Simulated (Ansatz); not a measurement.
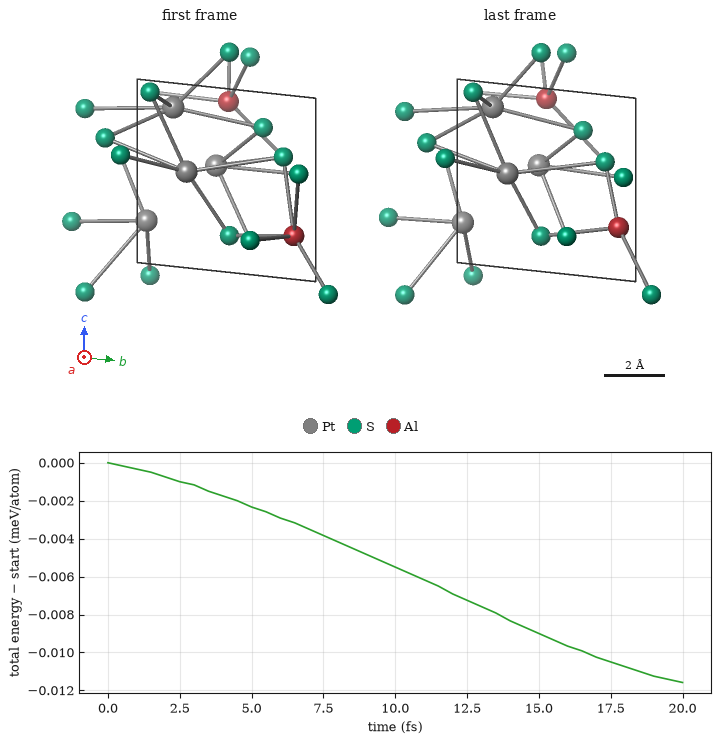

First-principles dynamics of an amorphous cell of composition AlPt2S3 (12 atoms in the cell), 20 fs long. A ball-and-stick model of the simulation cell, seen along the a axis. Bonds to atoms that aren't drawn are left out.

The calculation used DFT, PAW plane waves, PBE in Ansatz. Set-up: plane-wave cutoff 420 eV; k-point mesh 2 × 3 × 3; cold smearing 0.15 eV; constant energy (NVE); velocities drawn for 2000 K; time step 0.5 fs.

Question: Is this trajectory numerically sound?

Answer: The total energy stays between −0.012 and 0 meV per atom of its start. A straight-line fit has a slope that amounts to −0.013 meV per atom over 20 fs (under 0.1 % of the mean kinetic energy), and the ripple about it is under 0.1 % of the kinetic energy's fluctuation. With a drift under 2 % and a ripple under 7 %, the integration is accurate. The mean temperature in the second half is 2715 K (standard deviation 191 K). The potential energy is still drifting at the end, so the run hasn't reached equilibrium. The potential energy in the second half lies on average 84.7 meV per atom below the first frame.

Limits of the set-up: the k-point mesh is coarse for a cell with partly filled bands; the periodic images lie only 6.2 Å apart, so the values are limited by the cell's size.

Cost: 5.6 min on 2 threads of Arm Neoverse N1, with other jobs on the host, peak memory 0.67 GiB.
